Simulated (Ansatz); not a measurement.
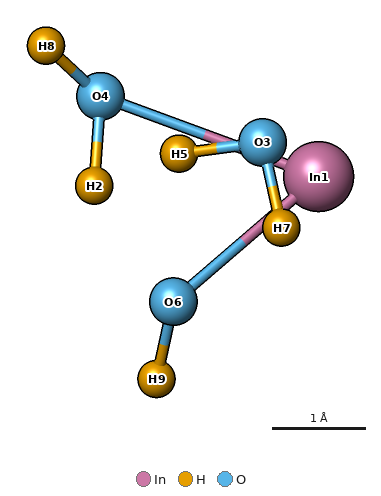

Figure 1. The starting structure (ball-and-stick view, seen at a tilt; atoms are numbered from 1 in the order of the input). Sticks mark near contacts.

**Run report: InH5O3, molecular dynamics (part 1 of 5)**

InH5O3, computed with RKS r2SCAN/def2-SVP (Ansatz 0.2.0).

It belongs to a series of runs on one base structure; here: dynamics from the highest image of the converged band. Figures and captions count atoms from 1; the log counts them from 0 in places.

What the program printed:
```
Engine: ansatz 0.2.0, aarch64-unknown-linux-gnu
Functional definition: r2SCAN
  parameter k0 = 0.174
  parameter k1 = 0.065
  parameter a1 = 4.9479
  exchange = r2scan_x(k0 = k0, k1 = k1, a1 = a1)
  correlation = r2scan_c
1035 factors; their error is unknown
mean field evaluation 1: about -11379.7328 eV, gradient 8.3e1 eV
mean field evaluation 2: about -11275.2284 eV, gradient 2.0e2 eV
mean field evaluation 4: about -11391.5946 eV, gradient 1.3e1 eV
mean field evaluation 8: about -11391.9639 eV, gradient 1.1e-1 eV
mean field evaluation 16: about -11391.9477 eV, gradient 1.7e-4 eV
mean field -11391.94774505 eV, -418.6463578911 hartree, gradient 5.0e-5 eV, S^2 0.000000; 0 other end points of the search recorded, 0 dependent functions left out
the calculation of the forces begins
reference -11391.94775707 eV, -418.6463583326 hartree; 25, 25 occupied and 68, 68 virtual orbitals, 1035 factors
md step     0: t =     0.00 fs  T =   300.0 K  F+E_penalty+E_count = -11391.94774505 eV  E_kin = 0.271446 eV  conserved = -11391.67629905 eV  (28 SCF iters)
these checks for a lower state are left out or cut short: starts, cluster_reference, orbital_swaps, neighbouring_geometries, increment
1035 factors; their error is unknown
mean field -11391.94486774 eV, -418.6462521519 hartree, gradient 2.7e-5 eV, S^2 0.000000; 0 other end points of the search recorded, 0 dependent functions left out
the calculation of the forces begins
reference -11391.94487975 eV, -418.6462525933 hartree; 25, 25 occupied and 68, 68 virtual orbitals, 1035 factors
md step     1: t =     0.50 fs  T =   296.9 K  F+E_penalty+E_count = -11391.94486774 eV  E_kin = 0.268625 eV  conserved = -11391.67624242 eV  (29 SCF iters)
[... from here on the SCF iterations and repeated set-up lines of each step are left out, up to the last step ...]
md step     2: t =     1.00 fs  T =   288.4 K  F+E_penalty+E_count = -11391.93708660 eV  E_kin = 0.260982 eV  conserved = -11391.67610433 eV  (29 SCF iters)
md step     3: t =     1.50 fs  T =   277.0 K  F+E_penalty+E_count = -11391.92655346 eV  E_kin = 0.250611 eV  conserved = -11391.67594263 eV  (29 SCF iters)
md step     4: t =     2.00 fs  T =   265.2 K  F+E_penalty+E_count = -11391.91581263 eV  E_kin = 0.239998 eV  conserved = -11391.67581414 eV  (30 SCF iters)
md step     5: t =     2.50 fs  T =   255.5 K  F+E_penalty+E_count = -11391.90690762 eV  E_kin = 0.231153 eV  conserved = -11391.67575435 eV  (30 SCF iters)
md step     6: t =     3.00 fs  T =   248.7 K  F+E_penalty+E_count = -11391.90081223 eV  E_kin = 0.225043 eV  conserved = -11391.67576969 eV  (30 SCF iters)
md step     7: t =     3.50 fs  T =   244.8 K  F+E_penalty+E_count = -11391.89731789 eV  E_kin = 0.221477 eV  conserved = -11391.67584087 eV  (30 SCF iters)
md step     8: t =     4.00 fs  T =   242.5 K  F+E_penalty+E_count = -11391.89532963 eV  E_kin = 0.219396 eV  conserved = -11391.67593390 eV  (31 SCF iters)
md step     9: t =     4.50 fs  T =   240.3 K  F+E_penalty+E_count = -11391.89340503 eV  E_kin = 0.217392 eV  conserved = -11391.67601268 eV  (31 SCF iters)
md step    10: t =     5.00 fs  T =   236.8 K  F+E_penalty+E_count = -11391.89032975 eV  E_kin = 0.214278 eV  conserved = -11391.67605160 eV  (31 SCF iters)
md step    11: t =     5.50 fs  T =   231.5 K  F+E_penalty+E_count = -11391.88552361 eV  E_kin = 0.209479 eV  conserved = -11391.67604491 eV  (30 SCF iters)
md step    12: t =     6.00 fs  T =   224.5 K  F+E_penalty+E_count = -11391.87913048 eV  E_kin = 0.203123 eV  conserved = -11391.67600757 eV  (30 SCF iters)
md step    13: t =     6.50 fs  T =   216.4 K  F+E_penalty+E_count = -11391.87178992 eV  E_kin = 0.195828 eV  conserved = -11391.67596241 eV  (30 SCF iters)
md step    14: t =     7.00 fs  T =   208.2 K  F+E_penalty+E_count = -11391.86427889 eV  E_kin = 0.188354 eV  conserved = -11391.67592441 eV  (30 SCF iters)
md step    15: t =     7.50 fs  T =   200.5 K  F+E_penalty+E_count = -11391.85726697 eV  E_kin = 0.181372 eV  conserved = -11391.67589454 eV  (30 SCF iters)
md step    16: t =     8.00 fs  T =   193.8 K  F+E_penalty+E_count = -11391.85127016 eV  E_kin = 0.175398 eV  conserved = -11391.67587196 eV  (30 SCF iters)
md step    17: t =     8.50 fs  T =   188.8 K  F+E_penalty+E_count = -11391.84665010 eV  E_kin = 0.170785 eV  conserved = -11391.67586470 eV  (30 SCF iters)
md step    18: t =     9.00 fs  T =   185.3 K  F+E_penalty+E_count = -11391.84350722 eV  E_kin = 0.167624 eV  conserved = -11391.67588307 eV  (29 SCF iters)
md step    19: t =     9.50 fs  T =   183.0 K  F+E_penalty+E_count = -11391.84154774 eV  E_kin = 0.165623 eV  conserved = -11391.67592427 eV  (30 SCF iters)
md step    20: t =    10.00 fs  T =   181.4 K  F+E_penalty+E_count = -11391.84013099 eV  E_kin = 0.164161 eV  conserved = -11391.67596998 eV  (30 SCF iters)
md step    21: t =    10.50 fs  T =   179.6 K  F+E_penalty+E_count = -11391.83853096 eV  E_kin = 0.162530 eV  conserved = -11391.67600095 eV  (30 SCF iters)
md step    22: t =    11.00 fs  T =   177.1 K  F+E_penalty+E_count = -11391.83621127 eV  E_kin = 0.160200 eV  conserved = -11391.67601167 eV  (30 SCF iters)
md step    23: t =    11.50 fs  T =   173.4 K  F+E_penalty+E_count = -11391.83291781 eV  E_kin = 0.156909 eV  conserved = -11391.67600878 eV  (30 SCF iters)
md step    24: t =    12.00 fs  T =   168.7 K  F+E_penalty+E_count = -11391.82860840 eV  E_kin = 0.152611 eV  conserved = -11391.67599775 eV  (30 SCF iters)
md step    25: t =    12.50 fs  T =   162.9 K  F+E_penalty+E_count = -11391.82339388 eV  E_kin = 0.147419 eV  conserved = -11391.67597469 eV  (30 SCF iters)
md step    26: t =    13.00 fs  T =   156.6 K  F+E_penalty+E_count = -11391.81761208 eV  E_kin = 0.141683 eV  conserved = -11391.67592858 eV  (30 SCF iters)
md step    27: t =    13.50 fs  T =   150.5 K  F+E_penalty+E_count = -11391.81199271 eV  E_kin = 0.136139 eV  conserved = -11391.67585336 eV  (30 SCF iters)
md step    28: t =    14.00 fs  T =   145.9 K  F+E_penalty+E_count = -11391.80773009 eV  E_kin = 0.131969 eV  conserved = -11391.67576116 eV  (30 SCF iters)
md step    29: t =    14.50 fs  T =   144.3 K  F+E_penalty+E_count = -11391.80627005 eV  E_kin = 0.130584 eV  conserved = -11391.67568624 eV  (30 SCF iters)
md step    30: t =    15.00 fs  T =   147.1 K  F+E_penalty+E_count = -11391.80876548 eV  E_kin = 0.133093 eV  conserved = -11391.67567240 eV  (30 SCF iters)
md step    31: t =    15.50 fs  T =   154.4 K  F+E_penalty+E_count = -11391.81540555 eV  E_kin = 0.139659 eV  conserved = -11391.67574650 eV  (30 SCF iters)
md step    32: t =    16.00 fs  T =   164.8 K  F+E_penalty+E_count = -11391.82501794 eV  E_kin = 0.149123 eV  conserved = -11391.67589528 eV  (30 SCF iters)
md step    33: t =    16.50 fs  T =   176.0 K  F+E_penalty+E_count = -11391.83529041 eV  E_kin = 0.159227 eV  conserved = -11391.67606318 eV  (30 SCF iters)
md step    34: t =    17.00 fs  T =   185.1 K  F+E_penalty+E_count = -11391.84363345 eV  E_kin = 0.167457 eV  conserved = -11391.67617630 eV  (30 SCF iters)
md step    35: t =    17.50 fs  T =   190.2 K  F+E_penalty+E_count = -11391.84831458 eV  E_kin = 0.172135 eV  conserved = -11391.67617943 eV  (30 SCF iters)
md step    36: t =    18.00 fs  T =   191.5 K  F+E_penalty+E_count = -11391.84929961 eV  E_kin = 0.173234 eV  conserved = -11391.67606611 eV  (30 SCF iters)
md step    37: t =    18.50 fs  T =   190.6 K  F+E_penalty+E_count = -11391.84834089 eV  E_kin = 0.172454 eV  conserved = -11391.67588684 eV  (30 SCF iters)
md step    38: t =    19.00 fs  T =   190.6 K  F+E_penalty+E_count = -11391.84819201 eV  E_kin = 0.172462 eV  conserved = -11391.67572957 eV  (30 SCF iters)
md step    39: t =    19.50 fs  T =   194.1 K  F+E_penalty+E_count = -11391.85126388 eV  E_kin = 0.175588 eV  conserved = -11391.67567587 eV  (30 SCF iters)
md step    40: t =    20.00 fs  T =   201.8 K  F+E_penalty+E_count = -11391.85838489 eV  E_kin = 0.182628 eV  conserved = -11391.67575657 eV  (30 SCF iters)
md step    41: t =    20.50 fs  T =   212.6 K  F+E_penalty+E_count = -11391.86833354 eV  E_kin = 0.192399 eV  conserved = -11391.67593436 eV  (30 SCF iters)
md step    42: t =    21.00 fs  T =   223.6 K  F+E_penalty+E_count = -11391.87840097 eV  E_kin = 0.202275 eV  conserved = -11391.67612559 eV  (30 SCF iters)
md step    43: t =    21.50 fs  T =   231.4 K  F+E_penalty+E_count = -11391.88566064 eV  E_kin = 0.209415 eV  conserved = -11391.67624521 eV  (30 SCF iters)
md step    44: t =    22.00 fs  T =   234.3 K  F+E_penalty+E_count = -11391.88827694 eV  E_kin = 0.212031 eV  conserved = -11391.67624546 eV  (30 SCF iters)
md step    45: t =    22.50 fs  T =   232.2 K  F+E_penalty+E_count = -11391.88625422 eV  E_kin = 0.210122 eV  conserved = -11391.67613193 eV  (30 SCF iters)
md step    46: t =    23.00 fs  T =   227.0 K  F+E_penalty+E_count = -11391.88136020 eV  E_kin = 0.205404 eV  conserved = -11391.67595661 eV  (30 SCF iters)
md step    47: t =    23.50 fs  T =   221.6 K  F+E_penalty+E_count = -11391.87632945 eV  E_kin = 0.200538 eV  conserved = -11391.67579176 eV  (30 SCF iters)
md step    48: t =    24.00 fs  T =   218.9 K  F+E_penalty+E_count = -11391.87374581 eV  E_kin = 0.198049 eV  conserved = -11391.67569662 eV  (30 SCF iters)
md step    49: t =    24.50 fs  T =   220.4 K  F+E_penalty+E_count = -11391.87512016 eV  E_kin = 0.199428 eV  conserved = -11391.67569215 eV  (30 SCF iters)
md step    50: t =    25.00 fs  T =   226.3 K  F+E_penalty+E_count = -11391.88055101 eV  E_kin = 0.204793 eV  conserved = -11391.67575839 eV  (29 SCF iters)
md step    51: t =    25.50 fs  T =   235.6 K  F+E_penalty+E_count = -11391.88901589 eV  E_kin = 0.213162 eV  conserved = -11391.67585388 eV  (30 SCF iters)
md step    52: t =    26.00 fs  T =   246.5 K  F+E_penalty+E_count = -11391.89900974 eV  E_kin = 0.223069 eV  conserved = -11391.67594033 eV  (30 SCF iters)
md step    53: t =    26.50 fs  T =   257.7 K  F+E_penalty+E_count = -11391.90915134 eV  E_kin = 0.233153 eV  conserved = -11391.67599798 eV  (30 SCF iters)
md step    54: t =    27.00 fs  T =   268.0 K  F+E_penalty+E_count = -11391.91851984 eV  E_kin = 0.242495 eV  conserved = -11391.67602469 eV  (30 SCF iters)
md step    55: t =    27.50 fs  T =   277.1 K  F+E_penalty+E_count = -11391.92670874 eV  E_kin = 0.250681 eV  conserved = -11391.67602801 eV  (30 SCF iters)
md step    56: t =    28.00 fs  T =   284.8 K  F+E_penalty+E_count = -11391.93371626 eV  E_kin = 0.257700 eV  conserved = -11391.67601609 eV  (30 SCF iters)
md step    57: t =    28.50 fs  T =   291.6 K  F+E_penalty+E_count = -11391.93980527 eV  E_kin = 0.263811 eV  conserved = -11391.67599444 eV  (30 SCF iters)
md step    58: t =    29.00 fs  T =   297.8 K  F+E_penalty+E_count = -11391.94539108 eV  E_kin = 0.269423 eV  conserved = -11391.67596853 eV  (30 SCF iters)
md step    59: t =    29.50 fs  T =   303.9 K  F+E_penalty+E_count = -11391.95093398 eV  E_kin = 0.274987 eV  conserved = -11391.67594672 eV  (29 SCF iters)
md step    60: t =    30.00 fs  T =   310.4 K  F+E_penalty+E_count = -11391.95679627 eV  E_kin = 0.280856 eV  conserved = -11391.67594007 eV  (30 SCF iters)
md step    61: t =    30.50 fs  T =   317.3 K  F+E_penalty+E_count = -11391.96308405 eV  E_kin = 0.287130 eV  conserved = -11391.67595365 eV  (30 SCF iters)
md step    62: t =    31.00 fs  T =   324.5 K  F+E_penalty+E_count = -11391.96958756 eV  E_kin = 0.293607 eV  conserved = -11391.67598015 eV  (28 SCF iters)
md step    63: t =    31.50 fs  T =   331.4 K  F+E_penalty+E_count = -11391.97589654 eV  E_kin = 0.299891 eV  conserved = -11391.67600574 eV  (28 SCF iters)
md step    64: t =    32.00 fs  T =   337.7 K  F+E_penalty+E_count = -11391.98159998 eV  E_kin = 0.305576 eV  conserved = -11391.67602403 eV  (29 SCF iters)
md step    65: t =    32.50 fs  T =   343.0 K  F+E_penalty+E_count = -11391.98637809 eV  E_kin = 0.310338 eV  conserved = -11391.67604013 eV  (29 SCF iters)
md step    66: t =    33.00 fs  T =   346.9 K  F+E_penalty+E_count = -11391.98993751 eV  E_kin = 0.313879 eV  conserved = -11391.67605892 eV  (30 SCF iters)
md step    67: t =    33.50 fs  T =   349.1 K  F+E_penalty+E_count = -11391.99196260 eV  E_kin = 0.315892 eV  conserved = -11391.67607101 eV  (30 SCF iters)
md step    68: t =    34.00 fs  T =   349.5 K  F+E_penalty+E_count = -11391.99226717 eV  E_kin = 0.316211 eV  conserved = -11391.67605611 eV  (30 SCF iters)
md step    69: t =    34.50 fs  T =   348.2 K  F+E_penalty+E_count = -11391.99109811 eV  E_kin = 0.315099 eV  conserved = -11391.67599939 eV  (29 SCF iters)
md step    70: t =    35.00 fs  T =   346.4 K  F+E_penalty+E_count = -11391.98935302 eV  E_kin = 0.313448 eV  conserved = -11391.67590496 eV  (29 SCF iters)
md step    71: t =    35.50 fs  T =   345.6 K  F+E_penalty+E_count = -11391.98850718 eV  E_kin = 0.312710 eV  conserved = -11391.67579760 eV  (29 SCF iters)
md step    72: t =    36.00 fs  T =   347.6 K  F+E_penalty+E_count = -11391.99022254 eV  E_kin = 0.314508 eV  conserved = -11391.67571413 eV  (29 SCF iters)
md step    73: t =    36.50 fs  T =   353.7 K  F+E_penalty+E_count = -11391.99576927 eV  E_kin = 0.320078 eV  conserved = -11391.67569128 eV  (28 SCF iters)
md step    74: t =    37.00 fs  T =   364.4 K  F+E_penalty+E_count = -11392.00545560 eV  E_kin = 0.329703 eV  conserved = -11391.67575287 eV  (28 SCF iters)
md step    75: t =    37.50 fs  T =   378.4 K  F+E_penalty+E_count = -11392.01827466 eV  E_kin = 0.342377 eV  conserved = -11391.67589738 eV  (28 SCF iters)
md step    76: t =    38.00 fs  T =   393.3 K  F+E_penalty+E_count = -11392.03195980 eV  E_kin = 0.355870 eV  conserved = -11391.67609023 eV  (28 SCF iters)
md step    77: t =    38.50 fs  T =   405.9 K  F+E_penalty+E_count = -11392.04355673 eV  E_kin = 0.367289 eV  conserved = -11391.67626737 eV  (29 SCF iters)
md step    78: t =    39.00 fs  T =   413.4 K  F+E_penalty+E_count = -11392.05044253 eV  E_kin = 0.374089 eV  conserved = -11391.67635341 eV  (30 SCF iters)
md step    79: t =    39.50 fs  T =   414.6 K  F+E_penalty+E_count = -11392.05147710 eV  E_kin = 0.375179 eV  conserved = -11391.67629760 eV  (29 SCF iters)
md step    80: t =    40.00 fs  T =   410.7 K  F+E_penalty+E_count = -11392.04771870 eV  E_kin = 0.371602 eV  conserved = -11391.67611694 eV  (30 SCF iters)
md step    81: t =    40.50 fs  T =   404.7 K  F+E_penalty+E_count = -11392.04211227 eV  E_kin = 0.366209 eV  conserved = -11391.67590303 eV  (29 SCF iters)
md step    82: t =    41.00 fs  T =   400.4 K  F+E_penalty+E_count = -11392.03807667 eV  E_kin = 0.362301 eV  conserved = -11391.67577536 eV  (29 SCF iters)
md step    83: t =    41.50 fs  T =   399.9 K  F+E_penalty+E_count = -11392.03768920 eV  E_kin = 0.361881 eV  conserved = -11391.67580843 eV  (29 SCF iters)
md step    84: t =    42.00 fs  T =   402.9 K  F+E_penalty+E_count = -11392.04056171 eV  E_kin = 0.364580 eV  conserved = -11391.67598181 eV  (29 SCF iters)
md step    85: t =    42.50 fs  T =   406.6 K  F+E_penalty+E_count = -11392.04413971 eV  E_kin = 0.367943 eV  conserved = -11391.67619660 eV  (29 SCF iters)
md step    86: t =    43.00 fs  T =   407.6 K  F+E_penalty+E_count = -11392.04517483 eV  E_kin = 0.368830 eV  conserved = -11391.67634512 eV  (29 SCF iters)
md step    87: t =    43.50 fs  T =   403.4 K  F+E_penalty+E_count = -11392.04137681 eV  E_kin = 0.365009 eV  conserved = -11391.67636775 eV  (29 SCF iters)
md step    88: t =    44.00 fs  T =   393.5 K  F+E_penalty+E_count = -11392.03235646 eV  E_kin = 0.356086 eV  conserved = -11391.67627036 eV  (29 SCF iters)
md step    89: t =    44.50 fs  T =   379.6 K  F+E_penalty+E_count = -11392.01956053 eV  E_kin = 0.343451 eV  conserved = -11391.67610916 eV  (29 SCF iters)
md step    90: t =    45.00 fs  T =   364.2 K  F+E_penalty+E_count = -11392.00545868 eV  E_kin = 0.329511 eV  conserved = -11391.67594771 eV  (29 SCF iters)
md step    91: t =    45.50 fs  T =   350.0 K  F+E_penalty+E_count = -11391.99254361 eV  E_kin = 0.316708 eV  conserved = -11391.67583570 eV  (29 SCF iters)
md step    92: t =    46.00 fs  T =   339.0 K  F+E_penalty+E_count = -11391.98252698 eV  E_kin = 0.306725 eV  conserved = -11391.67580173 eV  (29 SCF iters)
md step    93: t =    46.50 fs  T =   331.6 K  F+E_penalty+E_count = -11391.97588230 eV  E_kin = 0.300034 eV  conserved = -11391.67584852 eV  (29 SCF iters)
md step    94: t =    47.00 fs  T =   327.0 K  F+E_penalty+E_count = -11391.97180690 eV  E_kin = 0.295853 eV  conserved = -11391.67595372 eV  (29 SCF iters)
md step    95: t =    47.50 fs  T =   323.3 K  F+E_penalty+E_count = -11391.96858021 eV  E_kin = 0.292502 eV  conserved = -11391.67607798 eV  (29 SCF iters)
md step    96: t =    48.00 fs  T =   318.3 K  F+E_penalty+E_count = -11391.96420125 eV  E_kin = 0.288028 eV  conserved = -11391.67617360 eV  (29 SCF iters)
md step    97: t =    48.50 fs  T =   310.5 K  F+E_penalty+E_count = -11391.95714413 eV  E_kin = 0.280944 eV  conserved = -11391.67620051 eV  (30 SCF iters)
md step    98: t =    49.00 fs  T =   299.3 K  F+E_penalty+E_count = -11391.94698456 eV  E_kin = 0.270842 eV  conserved = -11391.67614242 eV  (29 SCF iters)
md step    99: t =    49.50 fs  T =   285.8 K  F+E_penalty+E_count = -11391.93464125 eV  E_kin = 0.258624 eV  conserved = -11391.67601732 eV  (28 SCF iters)
md step   100: t =    50.00 fs  T =   272.1 K  F+E_penalty+E_count = -11391.92208152 eV  E_kin = 0.246208 eV  conserved = -11391.67587328 eV  (30 SCF iters)
md step   101: t =    50.50 fs  T =   260.6 K  F+E_penalty+E_count = -11391.91156070 eV  E_kin = 0.235790 eV  conserved = -11391.67577063 eV  (29 SCF iters)
md step   102: t =    51.00 fs  T =   253.0 K  F+E_penalty+E_count = -11391.90468192 eV  E_kin = 0.228926 eV  conserved = -11391.67575583 eV  (29 SCF iters)
md step   103: t =    51.50 fs  T =   249.6 K  F+E_penalty+E_count = -11391.90169515 eV  E_kin = 0.225861 eV  conserved = -11391.67583423 eV  (29 SCF iters)
md step   104: t =    52.00 fs  T =   249.2 K  F+E_penalty+E_count = -11391.90143395 eV  E_kin = 0.225473 eV  conserved = -11391.67596072 eV  (29 SCF iters)
md step   105: t =    52.50 fs  T =   249.7 K  F+E_penalty+E_count = -11391.90199233 eV  E_kin = 0.225926 eV  conserved = -11391.67606645 eV  (29 SCF iters)
md step   106: t =    53.00 fs  T =   249.4 K  F+E_penalty+E_count = -11391.90176450 eV  E_kin = 0.225666 eV  conserved = -11391.67609858 eV  (30 SCF iters)
md step   107: t =    53.50 fs  T =   247.8 K  F+E_penalty+E_count = -11391.90024734 eV  E_kin = 0.224200 eV  conserved = -11391.67604756 eV  (30 SCF iters)
md step   108: t =    54.00 fs  T =   245.6 K  F+E_penalty+E_count = -11391.89819667 eV  E_kin = 0.222252 eV  conserved = -11391.67594468 eV  (30 SCF iters)
md step   109: t =    54.50 fs  T =   244.6 K  F+E_penalty+E_count = -11391.89716055 eV  E_kin = 0.221322 eV  conserved = -11391.67583903 eV  (30 SCF iters)
md step   110: t =    55.00 fs  T =   246.4 K  F+E_penalty+E_count = -11391.89873544 eV  E_kin = 0.222965 eV  conserved = -11391.67577051 eV  (30 SCF iters)
md step   111: t =    55.50 fs  T =   252.2 K  F+E_penalty+E_count = -11391.90394384 eV  E_kin = 0.228188 eV  conserved = -11391.67575572 eV  (30 SCF iters)
md step   112: t =    56.00 fs  T =   262.1 K  F+E_penalty+E_count = -11391.91296587 eV  E_kin = 0.237179 eV  conserved = -11391.67578683 eV  (30 SCF iters)
md step   113: t =    56.50 fs  T =   275.6 K  F+E_penalty+E_count = -11391.92524753 eV  E_kin = 0.249406 eV  conserved = -11391.67584197 eV  (30 SCF iters)
md step   114: t =    57.00 fs  T =   291.7 K  F+E_penalty+E_count = -11391.93983453 eV  E_kin = 0.263935 eV  conserved = -11391.67589978 eV  (30 SCF iters)
md step   115: t =    57.50 fs  T =   309.2 K  F+E_penalty+E_count = -11391.95570117 eV  E_kin = 0.279748 eV  conserved = -11391.67595320 eV  (30 SCF iters)
md step   116: t =    58.00 fs  T =   327.0 K  F+E_penalty+E_count = -11391.97187825 eV  E_kin = 0.295868 eV  conserved = -11391.67601030 eV  (30 SCF iters)
md step   117: t =    58.50 fs  T =   344.0 K  F+E_penalty+E_count = -11391.98736497 eV  E_kin = 0.311285 eV  conserved = -11391.67608026 eV  (29 SCF iters)
md step   118: t =    59.00 fs  T =   359.0 K  F+E_penalty+E_count = -11392.00102799 eV  E_kin = 0.324873 eV  conserved = -11391.67615490 eV  (28 SCF iters)
md step   119: t =    59.50 fs  T =   370.8 K  F+E_penalty+E_count = -11392.01175030 eV  E_kin = 0.335546 eV  conserved = -11391.67620449 eV  (29 SCF iters)
md step   120: t =    60.00 fs  T =   378.7 K  F+E_penalty+E_count = -11392.01886480 eV  E_kin = 0.342664 eV  conserved = -11391.67620115 eV  (29 SCF iters)
md step   121: t =    60.50 fs  T =   382.8 K  F+E_penalty+E_count = -11392.02254423 eV  E_kin = 0.346396 eV  conserved = -11391.67614788 eV  (29 SCF iters)
```
